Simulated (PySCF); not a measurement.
SMILES CC[SiH2][SiH2]C(C)=O (C4H12OSi2) at its GFN2-xTB optimised geometry (Å):

```
19

C     -2.4113    -1.9696    -0.1947
C     -2.4629    -0.9361     0.9232
Si    -1.5283     0.6723     0.4895
Si     0.6696     0.1621    -0.0189
C      1.6038     1.8444     0.0000
C      3.1067     1.8444     0.0000
O      0.9572     2.8703     0.0000
H     -2.9595    -2.8703     0.0785
H     -2.8521    -1.5703    -1.1056
H     -1.3819    -2.2520    -0.4114
H     -3.5057    -0.7058     1.1446
H     -2.0480    -1.3753     1.8324
H     -2.2335     1.2934    -0.6419
H     -1.6593     1.5720     1.6438
H      0.9408    -0.3844    -1.3592
H      1.4206    -0.7298     0.8814
H      3.4615     1.2600    -0.8459
H      3.5057     2.8554    -0.0499
H      3.4540     1.3563     0.9083
```

Method: PBE0/def2-SVP (PySCF).

Map of the electrostatic potential (hartree/e), clipped to [-0.08, 0.12] on the plane z = 1.5 Å:

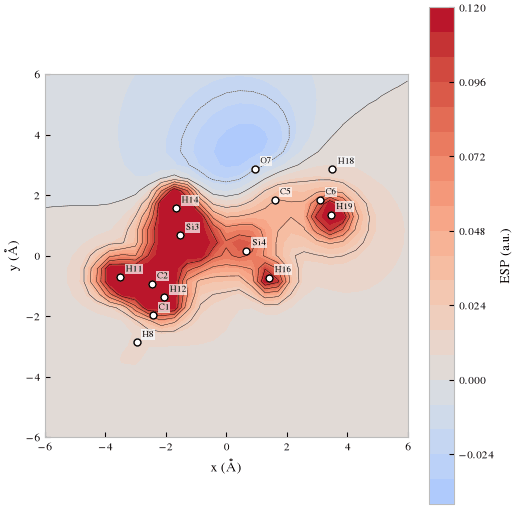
Electrostatic potential (hartree/e), clipped to [-0.08, 0.12] on the plane z = 1.5 Å.
